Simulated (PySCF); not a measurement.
## Electronic structure of C₅H₉GaO in real space

Input

```
{"job": {"kind": "uv", "xc": "CAM-B3LYP", "basis": "def2-SVPD", "nstates": 8, "ntriplets": 3}, "charge": 0, "multiplicity": 1}
C     -1.148282    -1.224231    -0.640324
C     -0.196724    -0.101460    -0.251514
O      1.074467    -0.622070     0.017131
Ga     2.489726    -0.975163     0.885952
C     -0.201217     1.100072    -1.177851
C     -0.697833     1.920176    -0.258585
C     -0.751662     0.884519     0.828756
H     -1.225337    -1.935696     0.180514
H     -0.759251    -1.741361    -1.514762
H     -2.131712    -0.822051    -0.868398
H      3.489119    -1.730836    -0.003662
H      2.713970    -0.584916     2.375275
H      0.107566     1.197487    -2.202131
H     -0.982104     2.957180    -0.255248
H     -1.738231     0.644775     1.222677
H     -0.050093     1.042517     1.650759
```

Command:

```sh
OMP_NUM_THREADS=1 python probes_run.py task.json out
```

Geometry: GFN2-xTB.

The calculation used PySCF 2.14.0, CAM-B3LYP/def2-SVPD, SCF density, gas phase.

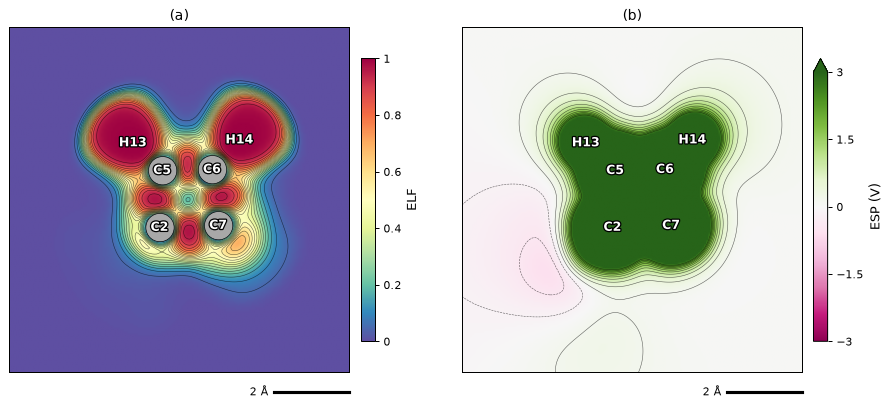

Figure 1. (a) ELF; (b) electrostatic potential on the plane of atoms C2, C5 and C6. Grey discs cover the atomic cores in the ELF map.

Question: Interpret the plot.

Answer: The section cuts through C and H sites.
C–C (1.33 Å): the ELF peaks at about 0.90 between the atoms; a short, multiple covalent bond.
C–H (1.07 Å): the ELF climbs to about 1 towards the hydrogen, as it does in any bond to H; an ordinary covalent bond to hydrogen.
C–C (1.50 Å): the ELF peaks at about 0.95 between the atoms: a shared electron pair.
Outside the dense part of the molecule the potential is most negative (−0.6 V) near H9, which lies off the plane.

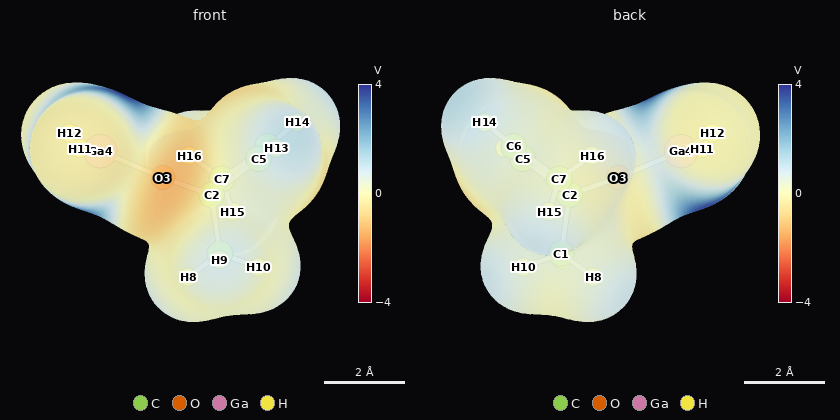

Figure 2. The electrostatic potential painted on the density surface at 0.004 e/bohr³, seen from the front and from behind; the colour scale runs from red (negative) to blue (positive).

Question: Describe the electrostatic potential map.

Answer: The most negative region (about −1.3 V, or −30 kcal/mol for a unit charge) lies over O3, the most positive (about +3.6 V, or +83 kcal/mol for a unit charge) over Ga4. O3 is the likeliest acceptor of a hydrogen bond.

Question: How polar is the molecule by this calculation?

Answer: Its dipole moment is 0.77 D.
